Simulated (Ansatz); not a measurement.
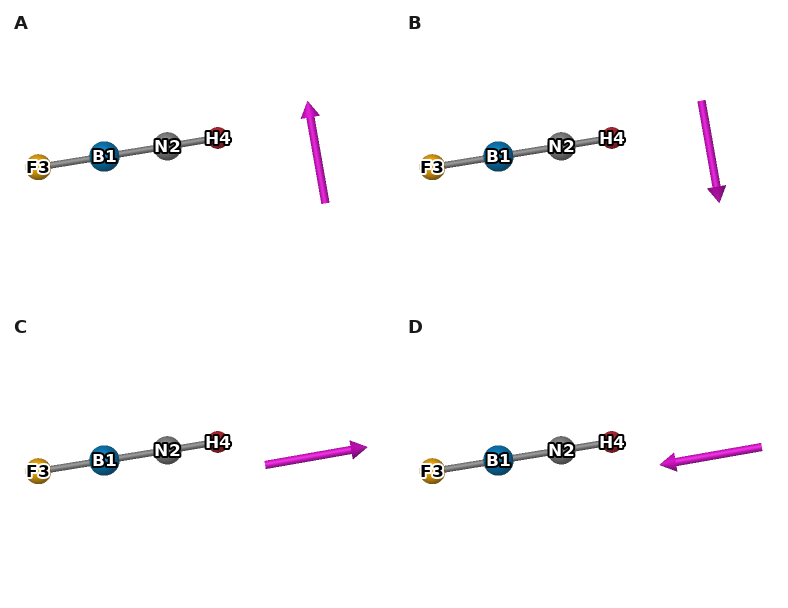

The same molecule four times, each with an arrow. The computed structure is the end point of a PBE0-D4/def2-TZVP optimisation. Level of theory: RKS PBE0-D4/def2-TZVP (Ansatz 0.2.0).

Which arrow points along the dipole moment, from the negative to the positive end?

Answer. C. The dipole moment is 0.51 D; it points from the side of F3 to the side of H4 (the outermost atoms at the two ends).
